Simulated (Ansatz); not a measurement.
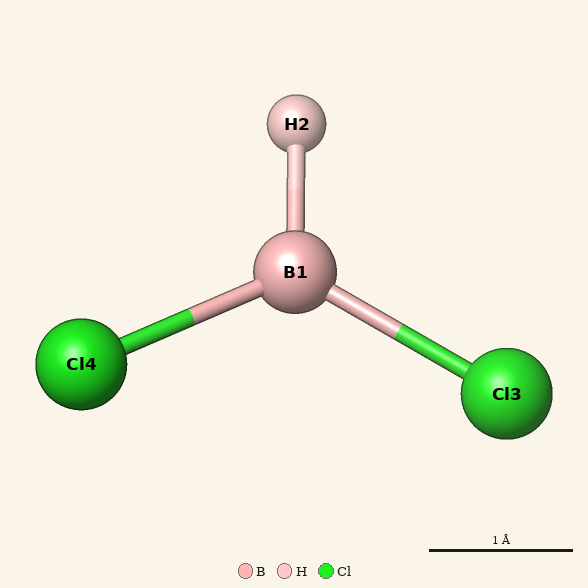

Orthographic view. Distant atoms are faded towards the background colour. Computed geometry: PBE0-D4/def2-TZVP optimisation.

List all interatomic distances (Å) as a matrix.

```tsv
atom	B1	H2	Cl3	Cl4
B1	0.00			
H2	1.19	0.00		
Cl3	1.73	2.54	0.00	
Cl4	1.73	2.54	3.01	0.00
```
